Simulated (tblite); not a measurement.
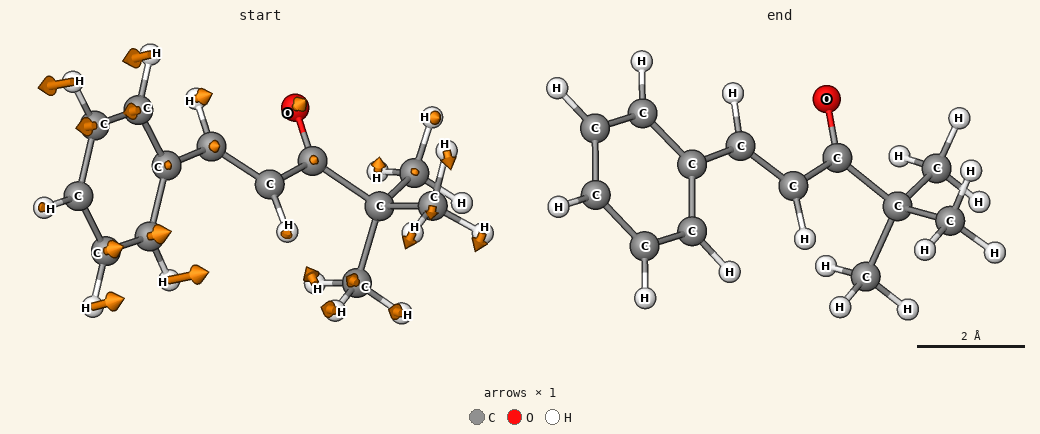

The structure of C₁₃H₁₆O before (left) and after (right) a relaxation, at one scale. The orange arrows give the displacements, at their true length.

Style: ball-and-stick. Shown from a free direction.

These are results of tblite, GFN2-xTB geometry optimisation, gas phase, not measurements. 

### Summarise the run.

An H atom moves most after the best rigid fit: 1.03 Å. By element the largest moves are H 1.03 Å, C 0.58 Å, O 0.37 Å. Some distances before and after: C–C 1.502 → 1.471 Å, C–C 1.556 → 1.533 Å, C–C 1.470 → 1.448 Å, C–H 1.108 → 1.087 Å. Bond angles that change, for instance: C–C–C 123.4° → 127.8°, C–C–H 120.2° → 116.6°, H–C–H 106.6° → 108.9°. Groups turn about C–C by about 35°. Over 156 geometry steps the energy falls by 14.7 kJ/mol.
